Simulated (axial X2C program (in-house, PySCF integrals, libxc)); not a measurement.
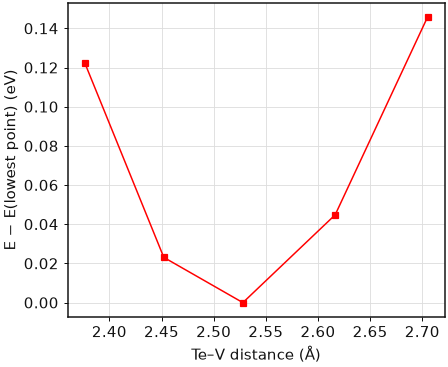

Fig. 1: Energy at 5 bond lengths, for one set of occupations held fixed; the line joins the points. A polynomial of degree 3 through 5 points gives rₑ = 2.517 Å, ωₑ = 277.8 cm⁻¹ and Bₑ = 0.07271 cm⁻¹. The minimum lies 2.42 eV below Te⁻ + V, each computed as one determinant at the same level.

## Run report: TeV⁻, relativistic diatomic calculation

TeV⁻, single determinant with M_S = 2 and |Λ| = 0. Computed at this level: PBE0, spin-free X2C-1e, Te dyall-acv3z, V dyall-acv3z (cores contracted) (axial X2C program (in-house, PySCF integrals, libxc)).

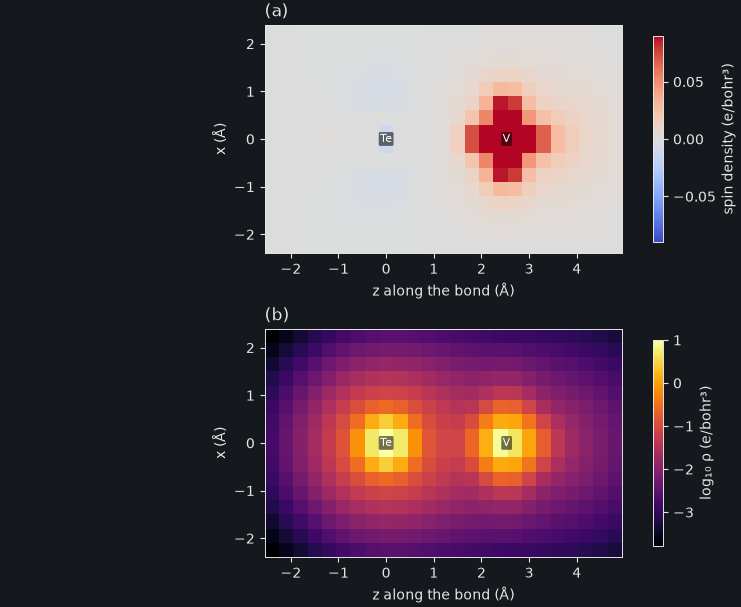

Fig. 2: (a) spin density; (b) electron density on a logarithmic scale, in a plane that holds the axis, at 2.53 Å, on points 0.3 Å apart (one half computed, the other mirrored); the structure near the nuclei is finer than these points.

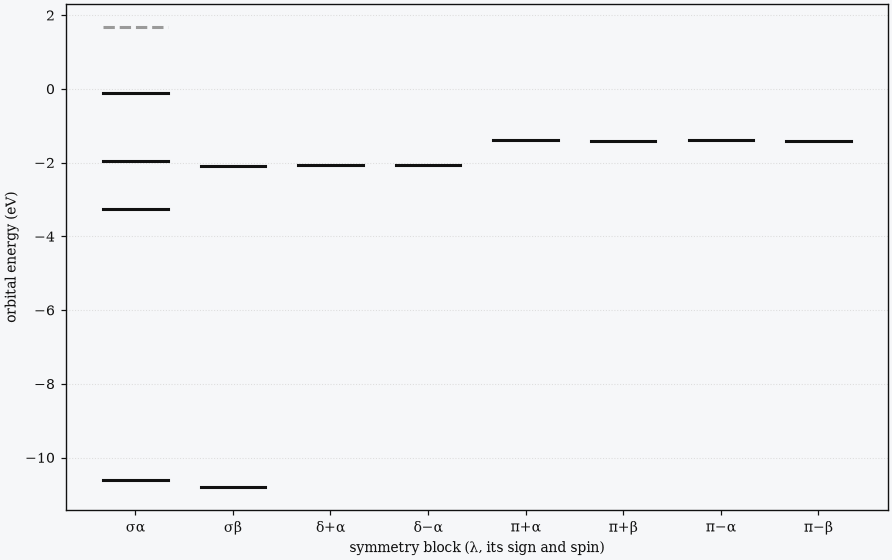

Fig. 3: Orbital energies near the frontier at 2.53 Å, filled (solid) and empty (dashed); a label such as π−α means λ = −1 and α spin. The highest filled orbital (σα; 42 % V p, 26 % V s) lies at −0.11 eV, the lowest empty one (σα; 87 % V p, 10 % V s) at 1.67 eV.

Input and output of the run follow.

### Input file
```
{"zs": [52, 23], "q": -1, "bas": ["dyall-acv3z", "dyall-acv3z"], "levels": ["PBE0", "HF", "r2SCAN"], "cc": true, "r0": 2.4, "thr": -1.0, "nmax": 90, "npts": 10, "nst": 2, "ntry": 6}
```

The line is the task of a batch: nuclear charges, charge, bases, the levels to run, a first guess of the distance and further settings. This report covers PBE0 without spin-orbit coupling. The log is that of the reference distance 2.528 Å, started from orbitals converged before.

The run was one of a batch that the task file lists, launched with:
```bash
python <driver script> task.json out
```

### The program's output
```
spin-free X2C-1e  PBE0
basis functions 265  fitting functions 1382  grid points 5802
iter        total energy     max residual
   1      -7742.612026566     1.07e-05
   2      -7742.612026565     1.49e-05
converged
one-electron -11140.83362131  Coulomb 3370.88993079  exact exchange -54.88650147  xc functional -168.13624291  nuclear repulsion 250.35440833
```

### The points of the curve

| R (Å) | E (hartree) | dipole (D; origin at the first atom, positive when the second is positive) | highest filled (eV) | lowest empty (eV) |
| --- | --- | --- | --- | --- |
| 2.376 | −7742.607522 | −6.11 | 0.09 | 1.66 |
| 2.452 | −7742.611178 | −5.69 | −0.01 | 1.67 |
| 2.528 | −7742.612027 | −5.32 | −0.11 | 1.67 |
| 2.616 | −7742.610379 | −4.94 | −0.21 | 1.67 |
| 2.705 | −7742.606671 | −4.61 | −0.30 | 1.60 |

### Results in brief

```tsv
quantity	value
outcome	converged; a filled level lies above zero
bond length rₑ	2.517 Å
ωₑ	277.8 cm⁻¹
energy at the minimum	−7742.61205 hartree
depth below the fragments	2.42 eV
largest ⟨S²⟩ along the curve	6.16
hardware	1 CPU thread, shared host
wall time	6.3 s
```

### Notes

The highest filled level (PBE0, up to 0.09 eV) lies above zero. That is common for anions, where the functional's self-interaction leaves the outer electrons unbound; only the finite basis holds them, so such levels depend on it. Caveats: 5 of the 10 points asked for were kept.
